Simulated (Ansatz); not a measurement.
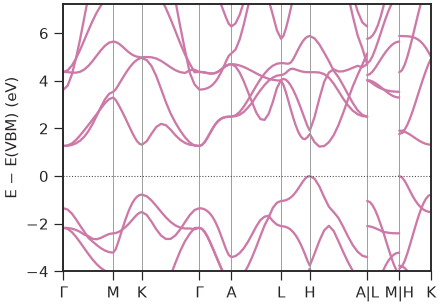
Figure. Band structure from LDA (plane waves, PAW; program Ansatz)

Question: Read off the gap and where the band edges lie.

Answer: About 1.2 eV (1.23 eV by a search for the band edges); maximum at H, minimum on the H–A line, 20 % of the way from H.

Question: Pick the material that matches.
A. WN2, P-6m2 (W on 1f, N on 2g)
B. PbI2, P6_3mc (Pb on 2b, I on 2b, I on 2a)
C. K2S, P6_3/mmc (S on 2c, K on 2a, K on 2d)
D. SrO, P6_3/mmc (Sr on 2d, O on 2c)

Answer: A, WN2, P-6m2 (W on 1f, N on 2g)

The first step of the workflow began from a Materials Project structure, measured or hypothetical; the Crystallography Open Database copy checked does not list it. Whether it is the stable phase at ambient conditions was not checked. Symmetry was held in the LDA relaxation; whether a distortion lowers the energy is not shown. The run is not spin-polarised. Spin–orbit coupling is left out wherever it is not named.

Potentials: the later of the program's two PAW sets.
